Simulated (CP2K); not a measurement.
# AM1 run of C2H6B2 (SMILES BC(B)=C)

What is the energy difference between two shapes of C2H6B2 at AM1? 

The calculation is run with CP2K 2026.2.

4 further runs of the same task are left out: 4 set aside as unsound or not needed.

### 1 The structure to begin with

C2H6B2: 10 atoms, total charge 0, spin state singlet. As SMILES, `BC(B)=C`. Geometry: relaxed at GFN2-xTB.

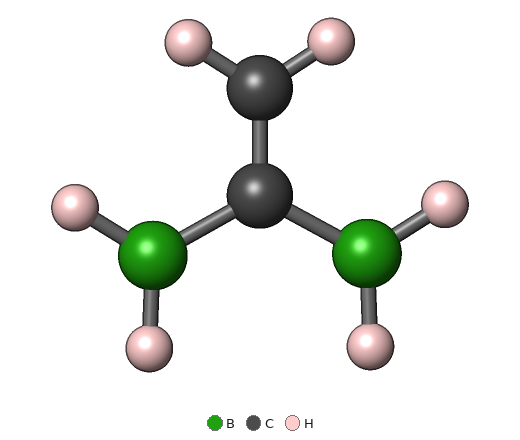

Viewed from a chosen angle; boron green, carbon dark grey, hydrogen pink.

### 2 Energy and gradient at AM1

qs.inp reads:

```
&global
   project_name qs
   run_type ENERGY_FORCE
   print_level MEDIUM
&end
&force_eval
   method QUICKSTEP
   &dft
      # Quickstep
      &qs
         method AM1
         eps_default 1.0E-10
         &se
            &coulomb
               cutoff [angstrom] 50
               rc_range [angstrom] 0
            &end
            &exchange
               cutoff [angstrom] 50
               rc_range [angstrom] 0
            &end
         &end
      &end
      # cluster boundary conditions
      &poisson
         periodic NONE
         poisson_solver ANALYTIC
      &end
      # SCF settings
      &scf
         scf_guess ATOMIC
         eps_scf 1.0E-06
         max_scf 150
         added_mos 2
         &diagonalization
            algorithm STANDARD
         &end
         &mixing
            method DIRECT_P_MIXING
            alpha 0.4
         &end
      &end
      &print
         &moments
            periodic F
            reference COM
            max_moment 1
         &end
         &mo ON
            energies T
            occupation_numbers T
            ndigits 6
            &each
               qs_scf 0
            &end
            add_last NUMERIC
         &end
         &hirshfeld OFF
         &end
      &end
   &end
   # structure
   &subsys
      &cell
         abc 15.2 16.1 15.1
         periodic NONE
      &end
      &coord
         B      6.568500     8.788680     6.760555
         C      7.750450     8.232260     7.612665
         B      8.243910     6.755570     7.519745
         C      8.374410     9.067160     8.471235
         H      5.999350     8.098430     6.008525
         H      6.243500     9.908440     6.869865
         H      9.144100     6.396680     8.177325
         H      7.723400     5.997810     6.797905
         H      9.200650     8.746970     9.091475
         H      8.082430    10.102190     8.585975
      &end
   &end
   &print
      &forces ON
      &end
   &end
&end
```

Run with:

```bash
OMP_NUM_THREADS=1 cp2k.psmp -i qs.inp -o qs.out
```

What it wrote:

```text
CP2K| version string:                                       CP2K version 2026.2
[...]
 GLOBAL| Method name                                                        CP2K
[...]
 GLOBAL| Run type                                                   ENERGY_FORCE
[...]
                             - Atoms:                                         10
[...]
                             - Spherical basis functions:                     22
[...]
 Number of electrons:                                                         20
[...]
     1 P_Mix/Diag. 0.40E+00    0.0     0.76248111       -11.1581120653 -1.12E+01
[...]
    15 DIIS/Diag.  0.13E-06    0.0     0.00000015       -17.4609137639 -4.52E-12
  *** SCF run converged in    15 steps ***
  Core-core repulsion energy [eV]:                           1044.34059587839783
  Core Hamiltonian energy [eV]:                              -689.43970716747504
  Two-electron integral energy [eV]:                        -1660.07303125346607
  Electronic energy [eV]:                                   -1519.47622279420807
  Total energy [eV]:                                         -475.13562691581029
  Atomic reference energy [eV]:                               477.59081761122576
  Heat of formation [kcal/mol]:                                56.61804695389851
[...]
 SE_DIPOLE| Moment [Debye]         -0.56316016      -0.75348322      -0.77859097
 SE_DIPOLE| Derivative [a.u.]       0.00000000       0.00000000       0.00000000
 ENERGY| Total FORCE_EVAL ( QS ) energy [hartree]            -17.460913763903758
 FORCES| Atomic forces [hartree/bohr]
 FORCES|   Atom     x               y               z               |f|
 FORCES|      1  2.74877316E-02 -1.93537300E-02  1.74315559E-02   3.78682109E-02
 FORCES|      2 -3.56028476E-04 -4.18543597E-04 -3.83056691E-04   6.69826430E-04
 FORCES|      3 -1.65174161E-02  3.39871663E-02 -2.47644111E-03   3.78693183E-02
 FORCES|      4 -1.28236643E-02 -1.72656274E-02 -1.77646621E-02   2.78950081E-02
 FORCES|      5 -6.11148953E-03 -1.12364894E-02 -9.40817422E-03   1.58783734E-02
 FORCES|      6 -1.87069938E-03  1.47538454E-02  3.61349800E-03   1.53046672E-02
 FORCES|      7  1.17159587E-02 -1.68636181E-03  9.61835290E-03   1.52518922E-02
 FORCES|      8 -8.54258056E-03 -8.27011444E-03 -1.03708873E-02   1.57773819E-02
 FORCES|      9  1.04774700E-02 -3.73092095E-03  8.01290911E-03   1.37078029E-02
 FORCES|     10 -3.45928193E-03  1.32207759E-02  1.72690551E-03   1.37745326E-02
 FORCES| Sum     1.04083409E-17  9.15933995E-16  1.24900090E-16
 FORCES| Total atomic force                                       9.24469280E-16
[...]
```

Wall time 0.22 s (1 thread of Arm Neoverse V2, shared host).

### 3 The distorted shape

calc.inp reads:

```
&GLOBAL
 PROJECT calc
 RUN_TYPE ENERGY_FORCE
 PRINT_LEVEL MEDIUM
&END GLOBAL

&FORCE_EVAL
 METHOD Quickstep
 &DFT
  CHARGE 0
  MULTIPLICITY 1
  &QS
   METHOD AM1
   EPS_DEFAULT 1.0E-10
   &SE
    &COULOMB
     CUTOFF [angstrom] 50
     RC_RANGE [angstrom] 0
    &END COULOMB
    &EXCHANGE
     CUTOFF [angstrom] 50
     RC_RANGE [angstrom] 0
    &END EXCHANGE
   &END SE
  &END QS
  # no periodic images
  &POISSON
   PERIODIC NONE
   POISSON_SOLVER ANALYTIC
  &END POISSON
  &SCF
   SCF_GUESS ATOMIC
   EPS_SCF 1.0E-06
   MAX_SCF 150
   ADDED_MOS 2
   &DIAGONALIZATION
    ALGORITHM STANDARD
   &END DIAGONALIZATION
   &MIXING
    METHOD DIRECT_P_MIXING
    ALPHA 0.4
   &END MIXING
  &END SCF
  # extra output
  &PRINT
   &MOMENTS
    PERIODIC F
    REFERENCE COM
    MAX_MOMENT 1
   &END MOMENTS
   &MO ON
    ENERGIES T
    OCCUPATION_NUMBERS T
    NDIGITS 6
    &EACH
     QS_SCF 0
    &END EACH
    ADD_LAST NUMERIC
   &END MO
   &HIRSHFELD OFF
   &END HIRSHFELD
  &END PRINT
 &END DFT
 # structure
 &SUBSYS
  &CELL
   ABC [angstrom] 15.2 16 15
   PERIODIC NONE
  &END CELL
  &COORD
   B      6.512636     8.712324     6.900224
   C      7.830532     8.186776     7.716378
   B      8.092454     6.767156     7.463432
   C      8.317884     9.100128     8.509816
   H      6.015838     8.131682     5.988304
   H      6.259366     9.809466     6.933700
   H      9.064302     6.407594     8.261534
   H      7.773165     5.998952     6.702932
   H      9.184162     8.675642     9.011696
   H      8.172781    10.001048     8.719142
  &END COORD
 &END SUBSYS
 &PRINT
  &FORCES ON
  &END FORCES
 &END PRINT
&END FORCE_EVAL
```

Run with:

```bash
OMP_NUM_THREADS=1 cp2k.psmp calc.inp > calc.out
```

What it wrote:

```text
CP2K| version string:                                       CP2K version 2026.2
[...]
 GLOBAL| Method name                                                        CP2K
[...]
 GLOBAL| Run type                                                   ENERGY_FORCE
[...]
                             - Atoms:                                         10
[...]
                             - Spherical basis functions:                     22
[...]
 Number of electrons:                                                         20
[...]
     1 P_Mix/Diag. 0.40E+00    0.0     0.71202305       -11.0271128870 -1.10E+01
[...]
    16 DIIS/Diag.  0.22E-06    0.0     0.00000074       -17.3949539298 -5.74E-12
  *** SCF run converged in    16 steps ***
  Core-core repulsion energy [eV]:                           1059.63708908718399
  Core Hamiltonian energy [eV]:                              -689.38220132694209
  Two-electron integral energy [eV]:                        -1687.19131262458859
  Electronic energy [eV]:                                   -1532.97785763923616
  Total energy [eV]:                                         -473.34076855205240
  Atomic reference energy [eV]:                               477.59081761122576
  Heat of formation [kcal/mol]:                                98.00846738217767
[...]
 SE_DIPOLE| Moment [Debye]          0.33324983      -0.86342974      -0.53823269
 SE_DIPOLE| Derivative [a.u.]       0.00000000       0.00000000       0.00000000
 ENERGY| Total FORCE_EVAL ( QS ) energy [hartree]            -17.394953929844096
 FORCES| Atomic forces [hartree/bohr]
 FORCES|   Atom     x               y               z               |f|
 FORCES|      1  7.12546729E-02 -5.33304671E-02 -9.12015555E-04   8.90067352E-02
 FORCES|      2 -1.40884225E-01  5.51178324E-02 -6.88821959E-02   1.66226043E-01
 FORCES|      3  1.01212329E-01 -3.36525455E-02  6.89519387E-02   1.27007083E-01
 FORCES|      4  6.72145111E-02 -1.34617712E-01 -3.43175060E-03   1.50504139E-01
 FORCES|      5 -2.51155302E-03 -1.26454200E-02  7.72145747E-03   1.50278226E-02
 FORCES|      6 -1.54832574E-02  4.83234209E-02  1.38615567E-02   5.26025382E-02
 FORCES|      7 -4.35546682E-02  5.66136113E-03 -3.32001950E-02   5.50573617E-02
 FORCES|      8 -2.38147267E-02 -2.17711607E-02 -3.05036868E-02   4.44026976E-02
 FORCES|      9  2.51577082E-02  6.38432966E-04  2.16020477E-02   3.31657405E-02
 FORCES|     10 -3.85907907E-02  1.46276258E-01  2.47928433E-02   1.53299308E-01
 FORCES| Sum    -4.51028104E-16 -2.77555756E-16 -2.77555756E-16
 FORCES| Total atomic force                                       5.97913661E-16
[...]
```

It took 0.22 s on 1 thread of Arm Neoverse V2, shared host.

### 4 Results

Level: AM1.

| quantity | value |
| --- | --- |
| first shape: total energy | -17.46091 Eh |
| first shape: dipole moment | 1.22 D |
| first shape: HOMO energy | -10.73 eV |
| first shape: LUMO energy | 0.04 eV |
| first shape: HOMO–LUMO gap | 10.77 eV |
| first shape: heat of formation at this unrelaxed shape | 56.6 kcal/mol |
| first shape: largest force on an atom | 1.947 eV/Å |
| distorted shape: total energy | -17.39495 Eh |
| distorted shape: dipole moment | 1.07 D |
| distorted shape: HOMO energy | -9.72 eV |
| distorted shape: LUMO energy | -0.06 eV |
| distorted shape: HOMO–LUMO gap | 9.66 eV |
| distorted shape: heat of formation at this unrelaxed shape | 98.0 kcal/mol |
| distorted shape: largest force on an atom | 8.548 eV/Å |
| energy change with the atoms displaced | 1.795 eV |

In words: With the atoms displaced the energy rises by 1.79 eV (41 kcal/mol). The first shape isn't relaxed at this level, so the change isn't measured from a minimum. The largest force (first shape) is 1.95 eV/Å: the shape isn't a stationary point for this species at this level.
